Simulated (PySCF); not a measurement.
## Electronic structure of C$_{3}$H$_{9}$Al$_{2}$Cl$_{2}$F (SMILES [CH3][Al-]1([CH3])[Cl+][Al-]([CH3])([F])[Cl+]1) in real space

Input file:

```
{"job": {"kind": "nmr", "xc": "PBE0", "basis": "pcSseg-1"}, "charge": 0, "multiplicity": 1}
C     -1.027619     1.722387    -1.042445
Al    -1.255857     0.130470     0.124482
C     -2.770958    -0.860854     0.936599
Cl     0.249898     0.369185     1.768460
Al     1.629843    -1.012913     0.754335
C      3.150074    -0.031462    -0.037235
F      1.760731    -2.366600     1.699360
Cl     0.091309    -1.422453    -0.762407
H     -1.514421     2.609862    -0.627336
H     -1.482774     1.570726    -2.026289
H      0.016146     2.002790    -1.229154
H     -3.412636    -0.208945     1.537688
H     -3.427783    -1.308124     0.183898
H     -2.459022    -1.679915     1.596805
H      2.903276     0.977666    -0.374585
H      3.971006     0.070756     0.675179
H      3.571788    -0.550546    -0.900747
```

Command:

```sh
OMP_NUM_THREADS=1 python probes_run.py task.json out
```

Geometry: GFN2-xTB.

Level of theory: PBE0/pcSseg-1, SCF density, gas phase, non-relativistic in PySCF 2.14.0.

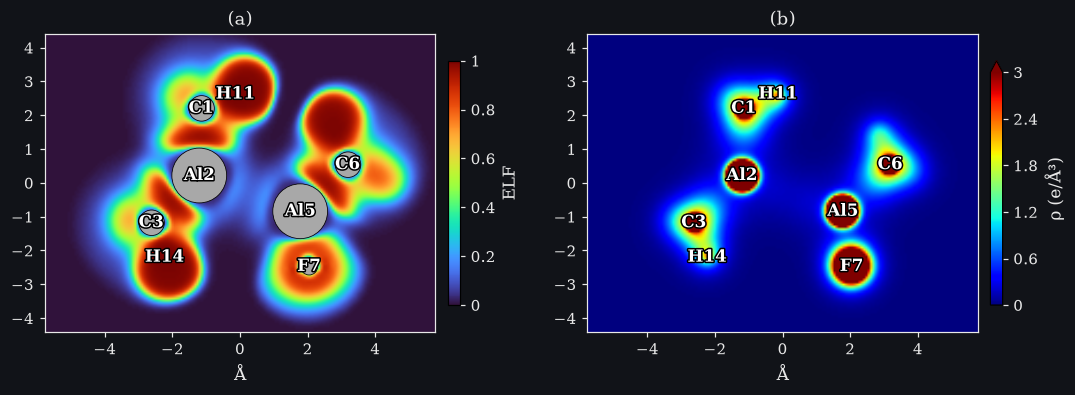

Figure 1. (a) electron localisation function; (b) electron density on the plane of atoms C1, Al2 and C3. Grey discs cover the atomic cores in the ELF map.

> Read the bonding off the picture.

The section cuts through C, Al, F and H sites.
Al–F (1.66 Å): the density is about 0.84 e/Å³ at the midpoint; the ELF peaks at about 0.85 in the valence shell of F, 0.5 Å from its nucleus, and is about 0.30 at the midpoint.
C–Al (1.98 Å): the density is about 0.71 e/Å³ at the midpoint; the ELF peaks at about 0.95 between the atoms: a shared but strongly polarised pair.
C–H (1.10 Å): ρ at the midpoint is about 1.9 e/Å³; the ELF climbs to about 1 towards the hydrogen, as it does in any bond to H: a covalent bond by its length.
The ELF also peaks beside F7, away from the bonds: lone-pair regions.

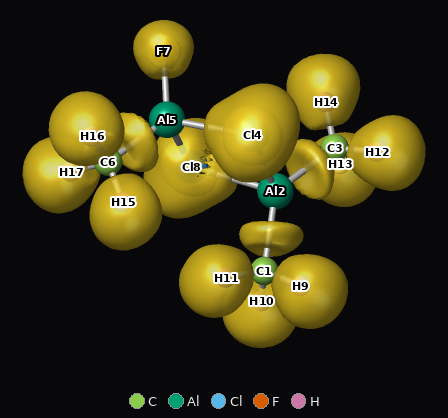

Figure 2. Isosurface of the ELF at 0.8 (yellow), seen at a tilt. Only the valence region is drawn (cores and ρ < 0.01 e/Å³ removed).

> What do the ELF domains correspond to?

The surface consists of three regions between bonded Al–C atoms (shared pairs), nine regions around hydrogen nuclei, two regions on Cl in which the atom's valence shell and bonds are merged and one region wrapped around F (its valence shell).

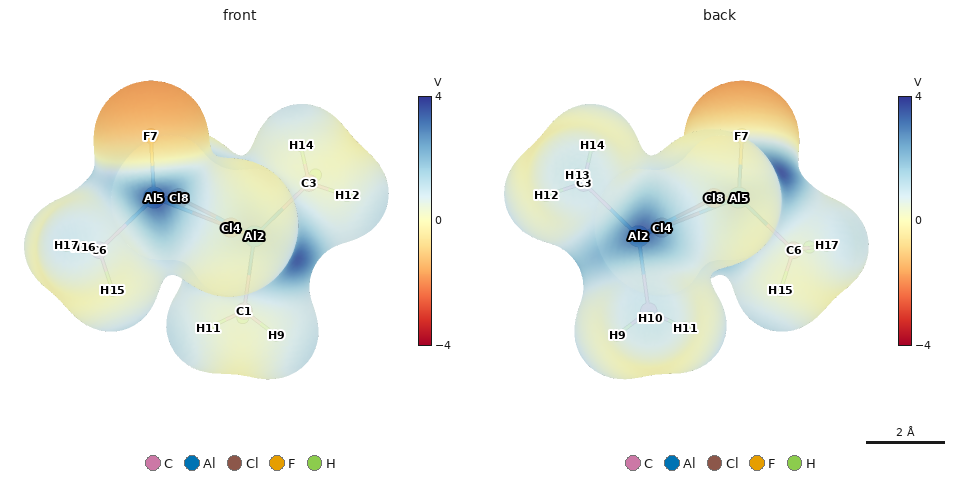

Figure 3. The electrostatic potential painted on the density surface at 0.004 e/bohr³, seen from the front and from behind; red is negative and blue positive.

> Where is the surface potential most negative and most positive?

The most negative region (about −1.7 V, or −39 kcal/mol for a unit charge) lies over F7, the most positive (about +3.4 V, or +78 kcal/mol for a unit charge) over Al2 and Al5.

> What dipole moment does the calculation give?

Its dipole moment is 2.43 D.
